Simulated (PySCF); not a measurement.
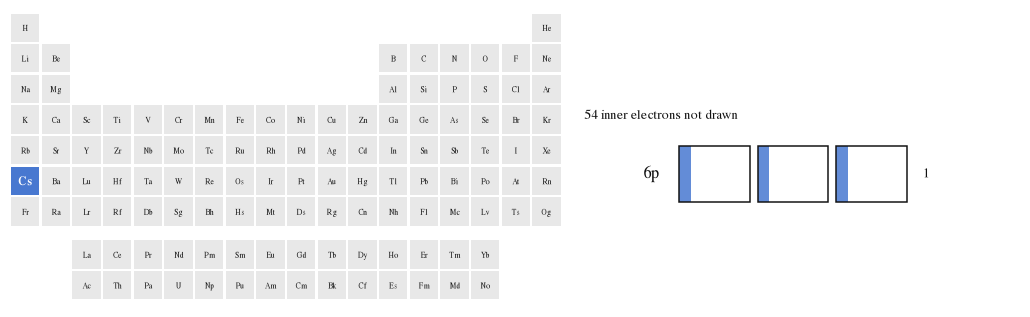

*Left, the place of caesium in the periodic table; right, the outer shells of the nominal configuration: a box for each of the 2l + 1 orbitals, shaded by the share of the shell that is filled, with the electron count at the right.*

**Atomic calculation for Cs**

System: Cs, configuration 1s2 2s2 2p6 3s2 3p6 3d10 4s2 4p6 4d10 5s2 5p6 6p1, multiplicity 2.
Method: unrestricted r2SCAN, x2c-TZVPPall, spin-free X2C-1e, Gaussian nucleus (PySCF).

### Log (extracts)
```
damping factor = 0
level_shift factor = 0
DIIS = <class 'pyscf.scf.diis.CDIIS'>
diis_start_cycle = 1
diis_space = 10
diis_damp = 0
SCF conv_tol = 1e-09
SCF conv_tol_grad = None
number electrons alpha = 28  beta = 27
XC functionals = R2SCAN
    J. W. Furness, A. D. Kaplan, J. Ning, J. P. Perdew, and J. Sun.,  J. Phys. Chem. Lett. 11, 8208-8215 (2020)
    J. W. Furness, A. D. Kaplan, J. Ning, J. P. Perdew, and J. Sun.,  J. Phys. Chem. Lett. 11, 9248-9248 (2020)
    J. W. Furness, A. D. Kaplan, J. Ning, J. P. Perdew, and J. Sun.,  J. Phys. Chem. Lett. 11, 8208-8215 (2020)
    J. W. Furness, A. D. Kaplan, J. Ning, J. P. Perdew, and J. Sun.,  J. Phys. Chem. Lett. 11, 9248-9248 (2020)
cycle= 1 E= -7786.06068225147  delta_E= -0.00616  |g|= 0.022  |ddm|= 0.259
cycle= 2 E= -7786.06077301914  delta_E= -9.08e-05  |g|= 0.00707  |ddm|= 0.054
cycle= 3 E= -7786.06078892924  delta_E= -1.59e-05  |g|= 0.00396  |ddm|= 0.0222
cycle= 4 E= -7786.06079192277  delta_E= -2.99e-06  |g|= 0.000161  |ddm|= 0.00501
cycle= 5 E= -7786.06079200029  delta_E= -7.75e-08  |g|= 3.4e-05  |ddm|= 0.00202
cycle= 6 E= -7786.06079200457  delta_E= -4.28e-09  |g|= 1.03e-06  |ddm|= 0.000618
cycle= 7 E= -7786.06079200458  delta_E= -8.19e-12  |g|= 9.38e-08  |ddm|= 1.23e-05
converged SCF energy = -7786.06079200458  <S^2> = 0.75004944  2S+1 = 2.0000494
```

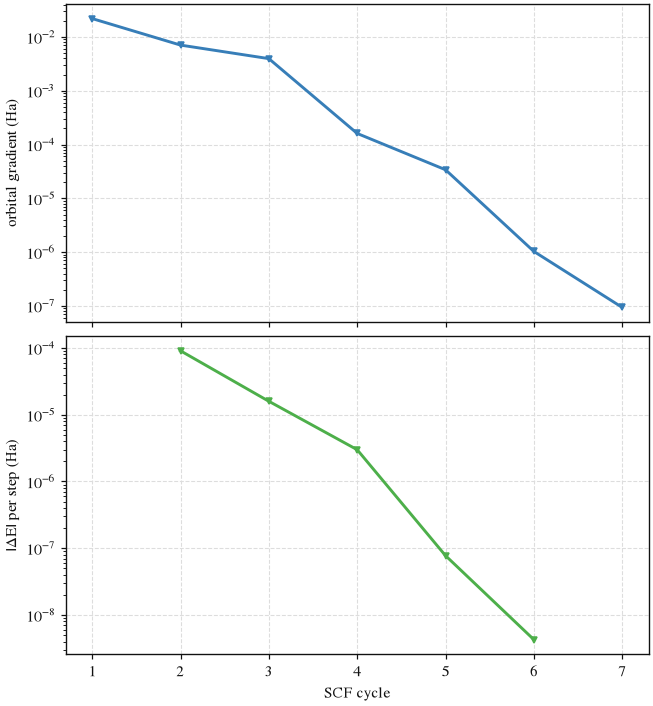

*Convergence: orbital gradient and change of the energy from step to step (the smallest changes aren't drawn) against the SCF cycle.*

The residual falls at every step. It goes from 0.022 to 9.4×10⁻⁸ in 7 steps.

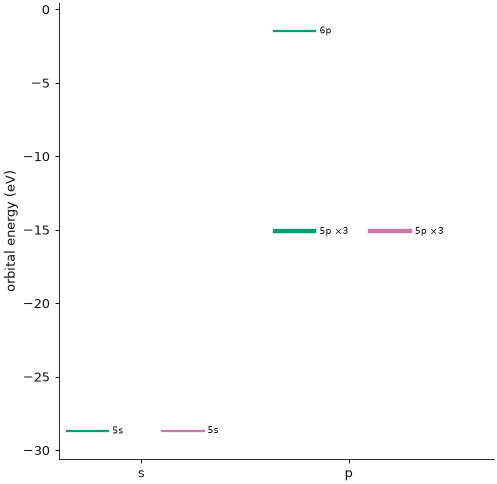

*Orbital energies of the mean field, from the top down to −28.7 eV, by angular momentum, α spin at the left of each column and β at the right; ×n counts the orbitals under one label. Empty levels that the record names by l alone aren't drawn.*

The highest filled orbital is 6p α at −1.47 eV, the lowest empty one s α at −2.35 eV.

### The input
```python
from pyscf import gto, scf, dft, mp, cc
import basis_set_exchange as bse
mol = gto.M(atom="Cs 0 0 0", charge=0, spin=1, symmetry="D2h",
            basis=gto.basis.parse(bse.get_basis("x2c-TZVPPall", elements=["Cs"], fmt="nwchem")),
            nucmod="G")
mf = dft.UKS(mol, xc="R2SCAN").sfx2c1e()
mf.irrep_nelec = {'Ag': (9, 9), 'B1g': (2, 2), 'B2g': (2, 2), 'B3g': (2, 2), 'B1u': (4, 4), 'B2u': (5, 4), 'B3u': (4, 4)}
mf.kernel()
```

The script is an equivalent of what the driver set up; the driver started from orbitals of its own, so the log can be shorter than this script's would be, and it computed the properties (radii, ⟨L²⟩, response) afterwards. It held the occupations shell by shell, which the script's counts by irreducible representation don't always enforce.

### Summary

```
      quantity                      value
       outcome                  converged
  total energy         −7786.0608 hartree
          ⟨S²⟩                      0.750
          ⟨L²⟩                       2.01
SCF iterations                          7
      hardware  1 CPU thread, shared host
      CPU time    2.8 s (integrals apart)
```

### Remarks

The driver held the occupations shell by shell, and empty s levels lie below the filled 6p. This is not the ground configuration of the species.
